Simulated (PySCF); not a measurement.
| atom | x (Å) | y (Å) | z (Å) |
| --- | --- | --- | --- |
| C | -0.8019 | -1.9864 | -0.9242 |
| C | -0.6851 | -0.5243 | -1.1282 |
| C | -0.0204 | 2.8318 | 1.9240 |
| O | 0.4257 | 3.8787 | 1.8278 |
| O | -0.4746 | 1.7860 | 2.0321 |
| C | 0.2665 | 0.2651 | -0.5281 |
| F | 0.2422 | 1.5927 | -0.8082 |
| C | 1.2699 | -0.1047 | 0.3395 |
| F | 1.4903 | -1.3505 | 0.7439 |
| F | 2.1369 | 0.7411 | 0.8833 |
| H | -1.6663 | -2.3757 | -1.4525 |
| H | 0.0900 | -2.5036 | -1.2832 |
| H | -0.8956 | -2.2265 | 0.1355 |
| H | -1.3782 | -0.0242 | -1.7840 |

Geometry: GFN2-xTB; at this geometry the atoms fall into two loosely joined parts.

Computed with UKS B3LYP, pcH-1 on C F H O, non-relativistic, mean-field spin-orbit, GIAO in PySCF 2.14.0, density-fitted response routines.

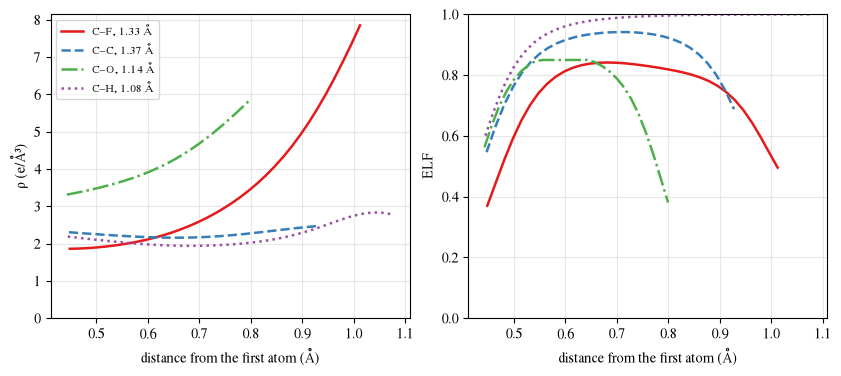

C₅H₄F₃O₂ (doublet). Electron density and ELF along straight lines between neighbouring atoms. The curves leave out the atomic cores.

> Compare the contacts.

C–F (1.33 Å): ρ is about 2.4 e/Å³ halfway; the ELF peaks at about 0.85 between the atoms: a shared but strongly polarised pair.
C–C (1.37 Å): ρ is about 2.2 e/Å³ halfway; the ELF peaks at about 0.95 between the atoms, as expected for a covalent bond.
C–O (1.14 Å): the density is about 3.8 e/Å³ at the midpoint; the ELF peaks at about 0.85 between the atoms: a multiple bond.
C–H (1.08 Å): the density is about 2 e/Å³ at the midpoint; the ELF climbs to about 1 towards the hydrogen, as it does in any bond to H; a covalent bond by its length.
